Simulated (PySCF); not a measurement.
Run report: C4H11GeP, excited-state calculation

C4H11GeP, computed with TDDFT B3LYP/def2-SVPD, vertical, gas phase, core orbitals frozen in the response (PySCF 2.14.0).

The geometry comes from this level: PBE0-D3(BJ)/def2-SVP.

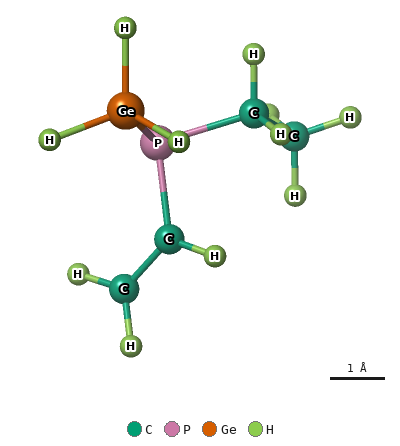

Fig. 1: The structure as given in the input (ball-and-stick view, seen at a tilt). Sticks mark near contacts.

**Input**
```
{"job": {"kind": "uv", "xc": "B3LYP", "basis": "def2-SVPD", "ip": true, "dynamic": false}, "charge": 0, "multiplicity": 1}
C      2.121257    -1.195883    -1.138777
C      0.983127    -0.534182    -0.907987
P      0.520736     0.077058     0.754012
Ge     0.785089     2.337883     0.289712
C     -1.341456    -0.018370     0.621979
C     -1.833525    -1.456369     0.705580
H      2.395032    -1.529088    -2.144844
H      2.823263    -1.423999    -0.329677
H      0.297363    -0.331982    -1.743711
H      0.211035     3.170296     1.454373
H      0.054292     2.736588    -1.012442
H      2.287015     2.638993     0.140912
H     -1.749149     0.577575     1.455563
H     -1.688517     0.459707    -0.310335
H     -2.932903    -1.502700     0.660062
H     -1.438908    -2.063126    -0.124626
H     -1.511932    -1.934028     1.644018
```

The first line tells a small driver script what to run in PySCF; the rest is the geometry in Å.

Run on 1 CPU thread, shared host.

Run as:
```bash
OMP_NUM_THREADS=1 python <driver script> task.json out
```

**Log**
```
coarse grid: 61744 points
cycle   1  E = -2576.9164728524  dE = -3.934e-01  |g| = 5.514e-01  |ddm| = 5.697e+00
cycle   2  E = -2576.8771681330  dE =  3.930e-02  |g| = 6.874e-01  |ddm| = 1.540e+00
cycle   3  E = -2576.9731371501  dE = -9.597e-02  |g| = 5.952e-02  |ddm| = 9.218e-01
cycle   4  E = -2576.9741705185  dE = -1.033e-03  |g| = 2.489e-02  |ddm| = 1.760e-01
cycle   5  E = -2576.9743071912  dE = -1.367e-04  |g| = 1.235e-02  |ddm| = 4.941e-02
cycle   6  E = -2576.9743496121  dE = -4.242e-05  |g| = 1.832e-03  |ddm| = 1.841e-02
cycle   7  E = -2576.9743504580  dE = -8.459e-07  |g| = 6.112e-04  |ddm| = 4.158e-03
final grid: 128888 points
cycle   8  E = -2576.9743004007  dE =  6.198e-09  |g| = 1.000e-03  |ddm| = 1.330e-02
cycle   9  E = -2576.9742998990  dE =  5.017e-07  |g| = 1.676e-03  |ddm| = 4.213e-03
cycle  10  E = -2576.9743006823  dE = -7.833e-07  |g| = 1.435e-04  |ddm| = 2.427e-03
cycle  11  E = -2576.9743006879  dE = -5.687e-09  |g| = 1.706e-05  |ddm| = 2.017e-04
cycle  12  E = -2576.9743006880  dE = -7.776e-11  |g| = 5.652e-06  |ddm| = 4.921e-05
```

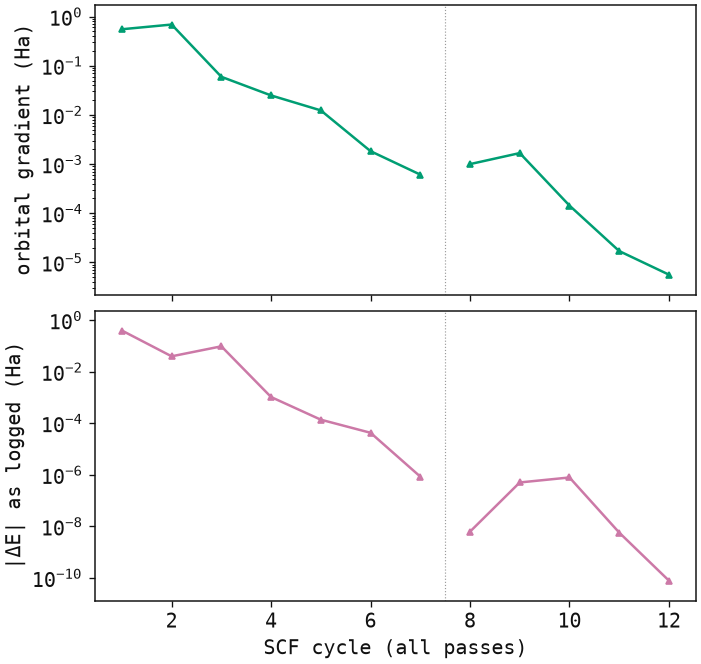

Fig. 2: Convergence of the self-consistent field: orbital gradient and size of the energy change against the SCF cycle. The dotted line marks the change from a coarse to the final integration grid. The first 7 cycles use a coarse grid, the final grid takes over at cycle 8, and the field converges after 12 cycles in all.

```
converged SCF energy = -2576.9743006880

Static polarisability (au): isotropic 114.987, principal 92.720 120.573 131.670

Singlet excitations
state   eV       nm        f      main configurations
  1   4.7470    261.2   0.05039   H->L 0.93
  2   5.7234    216.6   0.09727   H->L+1 0.81, H->L+3 0.10
  3   5.8707    211.2   0.00823   H->L+2 0.97
  4   6.0615    204.5   0.08612   H->L+3 0.76, H->L+1 0.12
  5   6.3001    196.8   0.24714   H-1->L 0.62, H->L+3 0.09
  6   6.5337    189.8   0.05626   H->L+4 0.42, H->L+5 0.38, H-1->L 0.08
  7   6.6118    187.5   0.04587   H->L+5 0.49, H->L+4 0.44
  8   6.7597    183.4   0.04599   H-1->L+1 0.81
  9   6.8597    180.7   0.04818   H->L+6 0.78, H->L+7 0.15
 10   6.8944    179.8   0.00354   H->L+7 0.64, H->L+6 0.15, H-3->L 0.11

Triplet excitations (Tamm-Dancoff, eV): 3.9320 4.7376 5.0266 5.3494
Vertical ionisation energy (delta-SCF) = 8.3521 eV
```

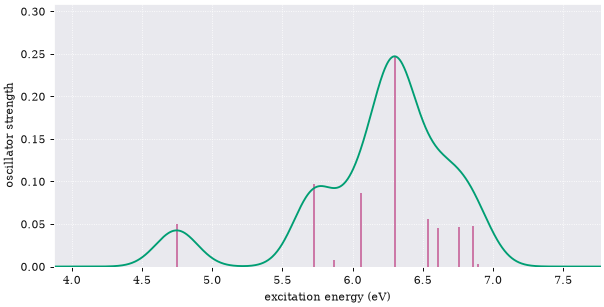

Fig. 3: Computed excitations as sticks (degenerate states added up, dark ones marked on the axis), with a Gaussian envelope of 0.35 eV full width at half maximum, scaled to the tallest. Of the 10 states the lowest lies at 4.75 eV (f = 0.050); the strongest line is at 6.30 eV, or 197 nm (f = 0.247).

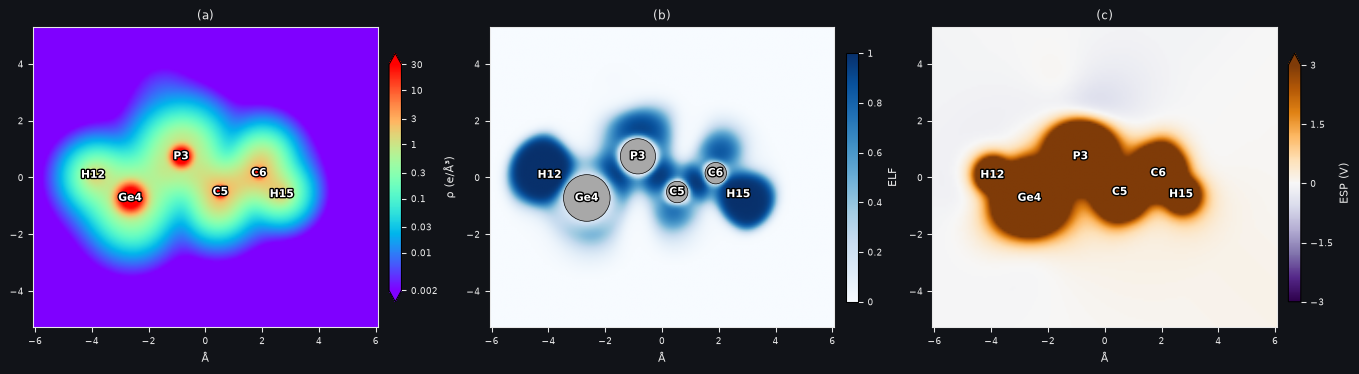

Fig. 4: (a) total electron density; (b) ELF; (c) electrostatic potential on the plane of atoms Ge4, P3 and C5. Grey discs, where drawn, cover atomic cores. Atoms in the plane: P, Ge, C and H. C–H (1.10 Å): ρ at the midpoint is about 1.9 e/Å³; the ELF climbs to about 1 towards the hydrogen, as it does in any bond to H (a covalent bond by its length).

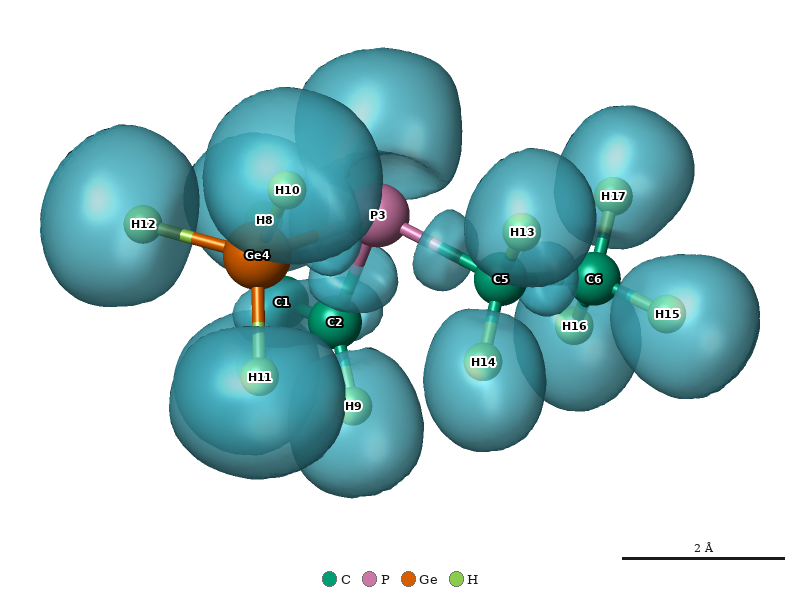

Fig. 5: Isosurface of the ELF at 0.8 (cyan), seen from the side. Core shells and regions of very low density are left out. Along the contacts the grid gives the following. C–C (1.34 Å): the ELF peaks at about 0.95 between the atoms (a double or triple bond).

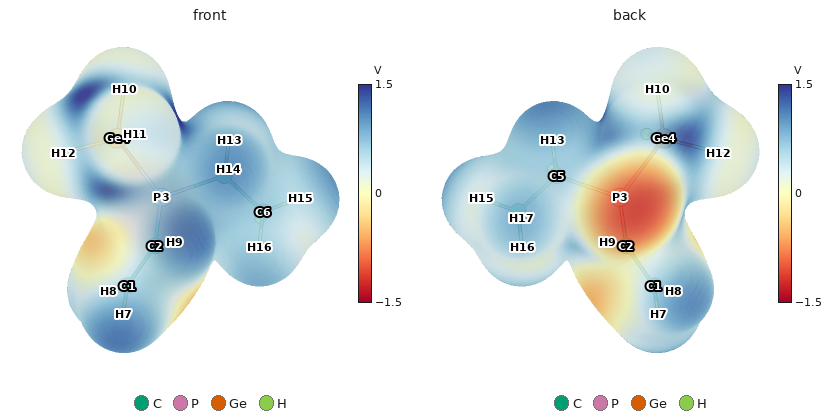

Fig. 6: The molecular electrostatic potential painted on the density surface at 0.004 e/bohr³, seen at a tilt and from behind; the colour scale runs from red (negative) to blue (positive). A positive charge is drawn to the negative regions and a negative charge to the positive ones. Its dipole moment is 1.16 D.

**Results in brief**

```json
{"quantity": "outcome", "value": "converged"}
{"quantity": "total energy", "value": "−2576.974301 hartree"}
{"quantity": "HOMO", "value": "−6.41 eV"}
{"quantity": "LUMO", "value": "−0.80 eV"}
{"quantity": "dipole moment", "value": "1.16 D"}
{"quantity": "mean polarisability", "value": "114.99 a.u."}
{"quantity": "vertical ionisation energy", "value": "8.35 eV"}
{"quantity": "lowest singlet excitation", "value": "4.75 eV"}
{"quantity": "wall time", "value": "3.7 min"}
{"quantity": "peak memory", "value": "0.92 GiB"}
```

Spin–orbit coupling is left out, which matters for the heavy atoms.
